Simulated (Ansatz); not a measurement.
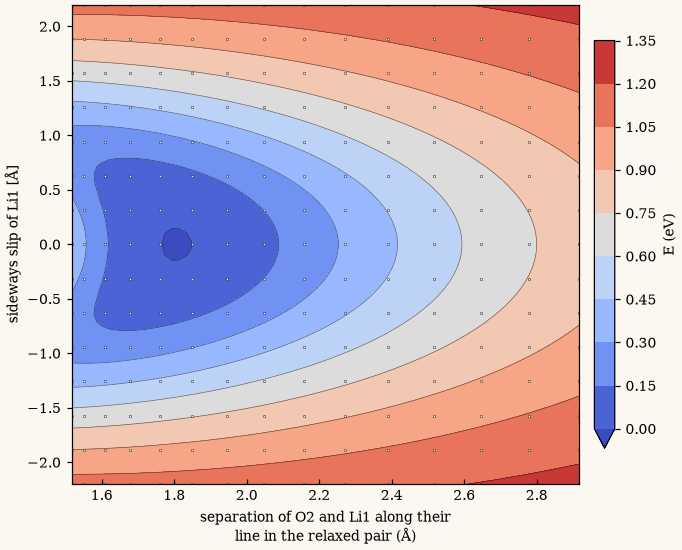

H2LiO, charge +1. 
- The first coordinate is: separation of O2 and Li1 along their line in the relaxed pair; the second: sideways slip of Li1.
- Nothing is relaxed (both partners rigid).
- The grid has 15 × 15 points; 120 points were computed and 105 follow by symmetry.
- Points are written as (first, second).
- Energies: eV, counted from the lowest grid point.
- Theory: RKS SPW92 (LDA)/def2-TZVPD in Ansatz 0.2.0.

In the figure: filled contours, dots at the grid points. Between grid points the surface is interpolated.

The lowest grid point is at (1.849 Å, 0.000 Å). No other kind of well shows on this grid. The highest grid point, (2.917 Å, −2.200 Å), lies 1.24 eV above the lowest. Round the minimum the two coordinates are nearly uncoupled.

The level of theory is changed to Ansatz 0.2.0, RKS B3LYP-D4/def2-TZVPD; with it change the reference geometry, relaxed at the new level; the new grid has 15 × 15 points.

**What will the new map look like?**

The minimum (interpolated where it lies between grid points) moves from about (1.806 Å, 0.000 Å) to about (1.830 Å, 0.000 Å). The curvature at the minimum changes by less than a tenth (about 5.8) eV/Å² along the first coordinate and by less than a tenth (about 0.46) eV/Å² along sideways slip of Li1.

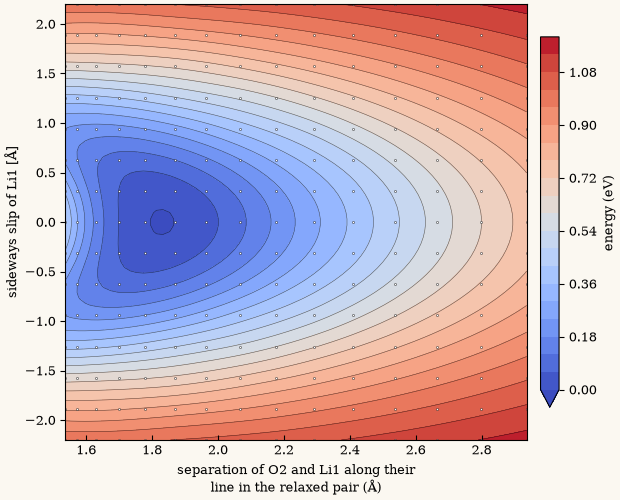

The map after the change, on a colour scale of its own. The picture shows filled contours, dots at the grid points. Between grid points the surface is interpolated.
